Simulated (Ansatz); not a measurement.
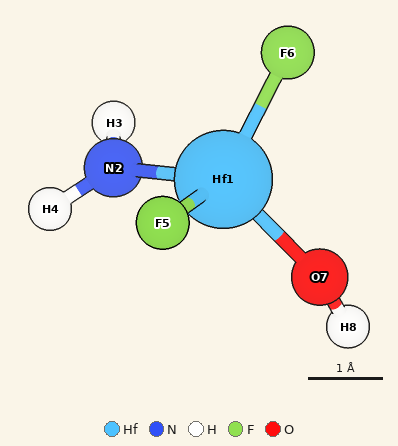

Fig. 1: The starting structure (ball-and-stick view, seen at a tilt; atoms are numbered from 1 in the order of the input). Sticks mark near contacts. Bond lengths as drawn: F–Hf 1.93 Å, Hf–N 2.04 Å, Hf–O 1.94 Å, H–N 1.03 Å and H–O 0.97 Å.

## Molecular dynamics of HfNH₃OF₂ (part 1 of 3)

The run: molecular dynamics of HfNH₃OF₂. Method and program: RKS PBE/def2-SVP (Ansatz 0.2.0).

It belongs to a series of runs on one base structure; here: dynamics from the start. Figures and captions count atoms from 1; the log counts them from 0 in places.

Log
```
Engine: ansatz 0.2.0, aarch64-unknown-linux-gnu
Functional definition: PBE
  parameter kappa = 0.804
  parameter beta = 0.06672455060314922
  exchange = pbe_x(kappa = kappa, mu = beta*pi^2/3)
  correlation = pbe_c(beta = beta)
1099 factors; their error is unknown
mean field evaluation 1: about -10300.8480 eV, gradient 9.8e1 eV
mean field evaluation 2: about -10169.0945 eV, gradient 2.6e2 eV
mean field evaluation 4: about -10317.5576 eV, gradient 2.3e1 eV
mean field evaluation 8: about -10318.5653 eV, gradient 2.7e-1 eV
mean field evaluation 16: about -10318.4818 eV, gradient 1.7e-3 eV
mean field -10318.48184339 eV, -379.1972136262 hartree, gradient 6.1e-5 eV, S^2 0.000000; 0 other end points of the search recorded, 0 dependent functions left out
the calculation of the forces begins
reference -10318.48191850 eV, -379.1972163865 hartree; 24, 24 occupied and 79, 79 virtual orbitals, 1099 factors
md step     0: t =     0.00 fs  T =   700.0 K  F+E_penalty+E_count = -10318.48184339 eV  E_kin = 0.542892 eV  conserved = -10317.93895139 eV  (28 SCF iters)
these checks for a lower state are left out or cut short: starts, cluster_reference, orbital_swaps, neighbouring_geometries, increment
1099 factors; their error is unknown
mean field -10318.48061912 eV, -379.1971686353 hartree, gradient 1.1e-5 eV, S^2 0.000000; 0 other end points of the search recorded, 0 dependent functions left out
the calculation of the forces begins
reference -10318.48069425 eV, -379.1971713963 hartree; 24, 24 occupied and 79, 79 virtual orbitals, 1099 factors
md step     1: t =     0.25 fs  T =   698.4 K  F+E_penalty+E_count = -10318.48061912 eV  E_kin = 0.541682 eV  conserved = -10317.93893705 eV  (30 SCF iters)
[... from here on the SCF iterations and repeated set-up lines of each step are left out, up to the last step ...]
md step     2: t =     0.50 fs  T =   693.9 K  F+E_penalty+E_count = -10318.47705011 eV  E_kin = 0.538142 eV  conserved = -10317.93890840 eV  (30 SCF iters)
md step     3: t =     0.75 fs  T =   686.8 K  F+E_penalty+E_count = -10318.47156129 eV  E_kin = 0.532692 eV  conserved = -10317.93886884 eV  (30 SCF iters)
md step     4: t =     1.00 fs  T =   678.1 K  F+E_penalty+E_count = -10318.46475010 eV  E_kin = 0.525926 eV  conserved = -10317.93882362 eV  (30 SCF iters)
md step     5: t =     1.25 fs  T =   668.6 K  F+E_penalty+E_count = -10318.45730474 eV  E_kin = 0.518526 eV  conserved = -10317.93877923 eV  (30 SCF iters)
md step     6: t =     1.50 fs  T =   659.1 K  F+E_penalty+E_count = -10318.44990459 eV  E_kin = 0.511162 eV  conserved = -10317.93874218 eV  (30 SCF iters)
md step     7: t =     1.75 fs  T =   650.4 K  F+E_penalty+E_count = -10318.44311977 eV  E_kin = 0.504402 eV  conserved = -10317.93871786 eV  (30 SCF iters)
md step     8: t =     2.00 fs  T =   642.9 K  F+E_penalty+E_count = -10318.43732811 eV  E_kin = 0.498619 eV  conserved = -10317.93870946 eV  (30 SCF iters)
md step     9: t =     2.25 fs  T =   636.9 K  F+E_penalty+E_count = -10318.43266570 eV  E_kin = 0.493948 eV  conserved = -10317.93871740 eV  (31 SCF iters)
md step    10: t =     2.50 fs  T =   632.2 K  F+E_penalty+E_count = -10318.42902006 eV  E_kin = 0.490281 eV  conserved = -10317.93873925 eV  (31 SCF iters)
md step    11: t =     2.75 fs  T =   628.3 K  F+E_penalty+E_count = -10318.42606594 eV  E_kin = 0.487295 eV  conserved = -10317.93877052 eV  (31 SCF iters)
md step    12: t =     3.00 fs  T =   624.7 K  F+E_penalty+E_count = -10318.42333357 eV  E_kin = 0.484528 eV  conserved = -10317.93880562 eV  (31 SCF iters)
md step    13: t =     3.25 fs  T =   620.8 K  F+E_penalty+E_count = -10318.42029445 eV  E_kin = 0.481456 eV  conserved = -10317.93883894 eV  (31 SCF iters)
md step    14: t =     3.50 fs  T =   615.8 K  F+E_penalty+E_count = -10318.41644738 eV  E_kin = 0.477581 eV  conserved = -10317.93886594 eV  (31 SCF iters)
md step    15: t =     3.75 fs  T =   609.2 K  F+E_penalty+E_count = -10318.41139002 eV  E_kin = 0.472507 eV  conserved = -10317.93888326 eV  (31 SCF iters)
md step    16: t =     4.00 fs  T =   600.8 K  F+E_penalty+E_count = -10318.40486877 eV  E_kin = 0.465979 eV  conserved = -10317.93888968 eV  (31 SCF iters)
md step    17: t =     4.25 fs  T =   590.4 K  F+E_penalty+E_count = -10318.39680167 eV  E_kin = 0.457917 eV  conserved = -10317.93888515 eV  (31 SCF iters)
md step    18: t =     4.50 fs  T =   578.2 K  F+E_penalty+E_count = -10318.38727880 eV  E_kin = 0.448408 eV  conserved = -10317.93887086 eV  (49 SCF iters)
md step    19: t =     4.75 fs  T =   564.4 K  F+E_penalty+E_count = -10318.37654387 eV  E_kin = 0.437695 eV  conserved = -10317.93884880 eV  (31 SCF iters)
md step    20: t =     5.00 fs  T =   549.5 K  F+E_penalty+E_count = -10318.36496302 eV  E_kin = 0.426142 eV  conserved = -10317.93882137 eV  (30 SCF iters)
md step    21: t =     5.25 fs  T =   534.1 K  F+E_penalty+E_count = -10318.35298618 eV  E_kin = 0.414195 eV  conserved = -10317.93879120 eV  (31 SCF iters)
md step    22: t =     5.50 fs  T =   518.8 K  F+E_penalty+E_count = -10318.34110473 eV  E_kin = 0.402344 eV  conserved = -10317.93876097 eV  (31 SCF iters)
md step    23: t =     5.75 fs  T =   504.2 K  F+E_penalty+E_count = -10318.32980801 eV  E_kin = 0.391075 eV  conserved = -10317.93873318 eV  (31 SCF iters)
md step    24: t =     6.00 fs  T =   491.0 K  F+E_penalty+E_count = -10318.31954112 eV  E_kin = 0.380831 eV  conserved = -10317.93871057 eV  (31 SCF iters)
md step    25: t =     6.25 fs  T =   479.6 K  F+E_penalty+E_count = -10318.31066404 eV  E_kin = 0.371969 eV  conserved = -10317.93869525 eV  (31 SCF iters)
md step    26: t =     6.50 fs  T =   470.3 K  F+E_penalty+E_count = -10318.30341645 eV  E_kin = 0.364727 eV  conserved = -10317.93868903 eV  (30 SCF iters)
md step    27: t =     6.75 fs  T =   463.1 K  F+E_penalty+E_count = -10318.29788930 eV  E_kin = 0.359196 eV  conserved = -10317.93869289 eV  (30 SCF iters)
md step    28: t =     7.00 fs  T =   458.1 K  F+E_penalty+E_count = -10318.29400842 eV  E_kin = 0.355301 eV  conserved = -10317.93870744 eV  (30 SCF iters)
md step    29: t =     7.25 fs  T =   454.9 K  F+E_penalty+E_count = -10318.29153101 eV  E_kin = 0.352799 eV  conserved = -10317.93873167 eV  (30 SCF iters)
md step    30: t =     7.50 fs  T =   453.0 K  F+E_penalty+E_count = -10318.29006127 eV  E_kin = 0.351298 eV  conserved = -10317.93876333 eV  (30 SCF iters)
md step    31: t =     7.75 fs  T =   451.7 K  F+E_penalty+E_count = -10318.28908465 eV  E_kin = 0.350285 eV  conserved = -10317.93879933 eV  (30 SCF iters)
md step    32: t =     8.00 fs  T =   450.2 K  F+E_penalty+E_count = -10318.28801917 eV  E_kin = 0.349184 eV  conserved = -10317.93883559 eV  (30 SCF iters)
md step    33: t =     8.25 fs  T =   448.0 K  F+E_penalty+E_count = -10318.28628058 eV  E_kin = 0.347413 eV  conserved = -10317.93886759 eV  (30 SCF iters)
md step    34: t =     8.50 fs  T =   444.1 K  F+E_penalty+E_count = -10318.28335416 eV  E_kin = 0.344463 eV  conserved = -10317.93889096 eV  (30 SCF iters)
md step    35: t =     8.75 fs  T =   438.3 K  F+E_penalty+E_count = -10318.27886353 eV  E_kin = 0.339961 eV  conserved = -10317.93890215 eV  (29 SCF iters)
md step    36: t =     9.00 fs  T =   430.3 K  F+E_penalty+E_count = -10318.27262611 eV  E_kin = 0.333727 eV  conserved = -10317.93889894 eV  (30 SCF iters)
md step    37: t =     9.25 fs  T =   420.1 K  F+E_penalty+E_count = -10318.26468547 eV  E_kin = 0.325804 eV  conserved = -10317.93888138 eV  (31 SCF iters)
md step    38: t =     9.50 fs  T =   408.0 K  F+E_penalty+E_count = -10318.25531146 eV  E_kin = 0.316460 eV  conserved = -10317.93885161 eV  (31 SCF iters)
md step    39: t =     9.75 fs  T =   394.8 K  F+E_penalty+E_count = -10318.24496618 eV  E_kin = 0.306152 eV  conserved = -10317.93881387 eV  (31 SCF iters)
md step    40: t =    10.00 fs  T =   381.0 K  F+E_penalty+E_count = -10318.23423763 eV  E_kin = 0.295464 eV  conserved = -10317.93877387 eV  (31 SCF iters)
md step    41: t =    10.25 fs  T =   367.5 K  F+E_penalty+E_count = -10318.22375105 eV  E_kin = 0.285013 eV  conserved = -10317.93873794 eV  (31 SCF iters)
md step    42: t =    10.50 fs  T =   355.0 K  F+E_penalty+E_count = -10318.21407221 eV  E_kin = 0.275361 eV  conserved = -10317.93871134 eV  (31 SCF iters)
md step    43: t =    10.75 fs  T =   344.2 K  F+E_penalty+E_count = -10318.20562251 eV  E_kin = 0.266925 eV  conserved = -10317.93869794 eV  (31 SCF iters)
md step    44: t =    11.00 fs  T =   335.1 K  F+E_penalty+E_count = -10318.19861974 eV  E_kin = 0.259921 eV  conserved = -10317.93869907 eV  (31 SCF iters)
md step    45: t =    11.25 fs  T =   327.9 K  F+E_penalty+E_count = -10318.19305673 eV  E_kin = 0.254343 eV  conserved = -10317.93871347 eV  (31 SCF iters)
md step    46: t =    11.50 fs  T =   322.3 K  F+E_penalty+E_count = -10318.18871958 eV  E_kin = 0.249982 eV  conserved = -10317.93873776 eV  (31 SCF iters)
md step    47: t =    11.75 fs  T =   317.8 K  F+E_penalty+E_count = -10318.18523869 eV  E_kin = 0.246471 eV  conserved = -10317.93876729 eV  (31 SCF iters)
md step    48: t =    12.00 fs  T =   313.8 K  F+E_penalty+E_count = -10318.18215977 eV  E_kin = 0.243363 eV  conserved = -10317.93879716 eV  (31 SCF iters)
md step    49: t =    12.25 fs  T =   309.7 K  F+E_penalty+E_count = -10318.17901940 eV  E_kin = 0.240196 eV  conserved = -10317.93882313 eV  (31 SCF iters)
md step    50: t =    12.50 fs  T =   305.0 K  F+E_penalty+E_count = -10318.17541152 eV  E_kin = 0.236569 eV  conserved = -10317.93884216 eV  (31 SCF iters)
md step    51: t =    12.75 fs  T =   299.4 K  F+E_penalty+E_count = -10318.17103565 eV  E_kin = 0.232183 eV  conserved = -10317.93885268 eV  (49 SCF iters)
md step    52: t =    13.00 fs  T =   292.5 K  F+E_penalty+E_count = -10318.16572311 eV  E_kin = 0.226869 eV  conserved = -10317.93885442 eV  (31 SCF iters)
md step    53: t =    13.25 fs  T =   284.4 K  F+E_penalty+E_count = -10318.15944248 eV  E_kin = 0.220594 eV  conserved = -10317.93884820 eV  (31 SCF iters)
md step    54: t =    13.50 fs  T =   275.2 K  F+E_penalty+E_count = -10318.15228841 eV  E_kin = 0.213453 eV  conserved = -10317.93883546 eV  (31 SCF iters)
md step    55: t =    13.75 fs  T =   265.2 K  F+E_penalty+E_count = -10318.14445955 eV  E_kin = 0.205642 eV  conserved = -10317.93881800 eV  (31 SCF iters)
md step    56: t =    14.00 fs  T =   254.6 K  F+E_penalty+E_count = -10318.13623088 eV  E_kin = 0.197433 eV  conserved = -10317.93879765 eV  (31 SCF iters)
md step    57: t =    14.25 fs  T =   243.9 K  F+E_penalty+E_count = -10318.12792441 eV  E_kin = 0.189148 eV  conserved = -10317.93877605 eV  (31 SCF iters)
md step    58: t =    14.50 fs  T =   233.5 K  F+E_penalty+E_count = -10318.11988148 eV  E_kin = 0.181126 eV  conserved = -10317.93875501 eV  (31 SCF iters)
md step    59: t =    14.75 fs  T =   224.0 K  F+E_penalty+E_count = -10318.11243616 eV  E_kin = 0.173700 eV  conserved = -10317.93873585 eV  (31 SCF iters)
md step    60: t =    15.00 fs  T =   215.6 K  F+E_penalty+E_count = -10318.10589208 eV  E_kin = 0.167172 eV  conserved = -10317.93871990 eV  (31 SCF iters)
md step    61: t =    15.25 fs  T =   208.6 K  F+E_penalty+E_count = -10318.10050059 eV  E_kin = 0.161792 eV  conserved = -10317.93870837 eV  (31 SCF iters)
md step    62: t =    15.50 fs  T =   203.4 K  F+E_penalty+E_count = -10318.09644123 eV  E_kin = 0.157739 eV  conserved = -10317.93870239 eV  (31 SCF iters)
md step    63: t =    15.75 fs  T =   200.0 K  F+E_penalty+E_count = -10318.09380463 eV  E_kin = 0.155102 eV  conserved = -10317.93870269 eV  (33 SCF iters)
md step    64: t =    16.00 fs  T =   198.4 K  F+E_penalty+E_count = -10318.09258020 eV  E_kin = 0.153870 eV  conserved = -10317.93870974 eV  (33 SCF iters)
md step    65: t =    16.25 fs  T =   198.5 K  F+E_penalty+E_count = -10318.09265046 eV  E_kin = 0.153927 eV  conserved = -10317.93872344 eV  (32 SCF iters)
md step    66: t =    16.50 fs  T =   199.9 K  F+E_penalty+E_count = -10318.09379479 eV  E_kin = 0.155052 eV  conserved = -10317.93874263 eV  (33 SCF iters)
md step    67: t =    16.75 fs  T =   202.4 K  F+E_penalty+E_count = -10318.09570663 eV  E_kin = 0.156941 eV  conserved = -10317.93876556 eV  (31 SCF iters)
md step    68: t =    17.00 fs  T =   205.3 K  F+E_penalty+E_count = -10318.09802300 eV  E_kin = 0.159233 eV  conserved = -10317.93878957 eV  (31 SCF iters)
md step    69: t =    17.25 fs  T =   208.3 K  F+E_penalty+E_count = -10318.10036687 eV  E_kin = 0.161555 eV  conserved = -10317.93881147 eV  (32 SCF iters)
md step    70: t =    17.50 fs  T =   210.9 K  F+E_penalty+E_count = -10318.10239762 eV  E_kin = 0.163570 eV  conserved = -10317.93882790 eV  (31 SCF iters)
md step    71: t =    17.75 fs  T =   212.8 K  F+E_penalty+E_count = -10318.10386273 eV  E_kin = 0.165027 eV  conserved = -10317.93883603 eV  (32 SCF iters)
md step    72: t =    18.00 fs  T =   213.8 K  F+E_penalty+E_count = -10318.10464146 eV  E_kin = 0.165807 eV  conserved = -10317.93883409 eV  (32 SCF iters)
md step    73: t =    18.25 fs  T =   214.0 K  F+E_penalty+E_count = -10318.10477127 eV  E_kin = 0.165949 eV  conserved = -10317.93882193 eV  (32 SCF iters)
md step    74: t =    18.50 fs  T =   213.6 K  F+E_penalty+E_count = -10318.10444906 eV  E_kin = 0.165648 eV  conserved = -10317.93880121 eV  (31 SCF iters)
md step    75: t =    18.75 fs  T =   213.0 K  F+E_penalty+E_count = -10318.10400394 eV  E_kin = 0.165229 eV  conserved = -10317.93877535 eV  (31 SCF iters)
md step    76: t =    19.00 fs  T =   212.9 K  F+E_penalty+E_count = -10318.10384363 eV  E_kin = 0.165095 eV  conserved = -10317.93874890 eV  (31 SCF iters)
md step    77: t =    19.25 fs  T =   213.6 K  F+E_penalty+E_count = -10318.10438363 eV  E_kin = 0.165657 eV  conserved = -10317.93872668 eV  (31 SCF iters)
md step    78: t =    19.50 fs  T =   215.7 K  F+E_penalty+E_count = -10318.10597262 eV  E_kin = 0.167260 eV  conserved = -10317.93871270 eV  (31 SCF iters)
md step    79: t =    19.75 fs  T =   219.4 K  F+E_penalty+E_count = -10318.10882971 eV  E_kin = 0.170120 eV  conserved = -10317.93870942 eV  (31 SCF iters)
md step    80: t =    20.00 fs  T =   224.7 K  F+E_penalty+E_count = -10318.11300646 eV  E_kin = 0.174289 eV  conserved = -10317.93871719 eV  (31 SCF iters)
md step    81: t =    20.25 fs  T =   231.6 K  F+E_penalty+E_count = -10318.11838091 eV  E_kin = 0.179647 eV  conserved = -10317.93873435 eV  (31 SCF iters)
md step    82: t =    20.50 fs  T =   239.7 K  F+E_penalty+E_count = -10318.12468283 eV  E_kin = 0.185925 eV  conserved = -10317.93875768 eV  (31 SCF iters)
md step    83: t =    20.75 fs  T =   248.5 K  F+E_penalty+E_count = -10318.13154282 eV  E_kin = 0.192760 eV  conserved = -10317.93878330 eV  (49 SCF iters)
md step    84: t =    21.00 fs  T =   257.5 K  F+E_penalty+E_count = -10318.13855267 eV  E_kin = 0.199745 eV  conserved = -10317.93880744 eV  (31 SCF iters)
md step    85: t =    21.25 fs  T =   266.3 K  F+E_penalty+E_count = -10318.14532446 eV  E_kin = 0.206497 eV  conserved = -10317.93882712 eV  (31 SCF iters)
md step    86: t =    21.50 fs  T =   274.3 K  F+E_penalty+E_count = -10318.15153789 eV  E_kin = 0.212697 eV  conserved = -10317.93884052 eV  (31 SCF iters)
md step    87: t =    21.75 fs  T =   281.2 K  F+E_penalty+E_count = -10318.15697016 eV  E_kin = 0.218123 eV  conserved = -10317.93884701 eV  (31 SCF iters)
md step    88: t =    22.00 fs  T =   287.1 K  F+E_penalty+E_count = -10318.16150711 eV  E_kin = 0.222660 eV  conserved = -10317.93884702 eV  (31 SCF iters)
md step    89: t =    22.25 fs  T =   291.8 K  F+E_penalty+E_count = -10318.16513818 eV  E_kin = 0.226297 eV  conserved = -10317.93884158 eV  (31 SCF iters)
md step    90: t =    22.50 fs  T =   295.4 K  F+E_penalty+E_count = -10318.16794019 eV  E_kin = 0.229108 eV  conserved = -10317.93883231 eV  (31 SCF iters)
md step    91: t =    22.75 fs  T =   298.2 K  F+E_penalty+E_count = -10318.17005435 eV  E_kin = 0.231234 eV  conserved = -10317.93882069 eV  (31 SCF iters)
md step    92: t =    23.00 fs  T =   300.2 K  F+E_penalty+E_count = -10318.17166223 eV  E_kin = 0.232854 eV  conserved = -10317.93880809 eV  (31 SCF iters)
md step    93: t =    23.25 fs  T =   301.9 K  F+E_penalty+E_count = -10318.17296316 eV  E_kin = 0.234167 eV  conserved = -10317.93879572 eV  (31 SCF iters)
md step    94: t =    23.50 fs  T =   303.5 K  F+E_penalty+E_count = -10318.17415510 eV  E_kin = 0.235371 eV  conserved = -10317.93878446 eV  (31 SCF iters)
md step    95: t =    23.75 fs  T =   305.1 K  F+E_penalty+E_count = -10318.17541958 eV  E_kin = 0.236645 eV  conserved = -10317.93877496 eV  (31 SCF iters)
md step    96: t =    24.00 fs  T =   307.1 K  F+E_penalty+E_count = -10318.17691034 eV  E_kin = 0.238143 eV  conserved = -10317.93876773 eV  (31 SCF iters)
md step    97: t =    24.25 fs  T =   309.4 K  F+E_penalty+E_count = -10318.17874441 eV  E_kin = 0.239981 eV  conserved = -10317.93876319 eV  (31 SCF iters)
```
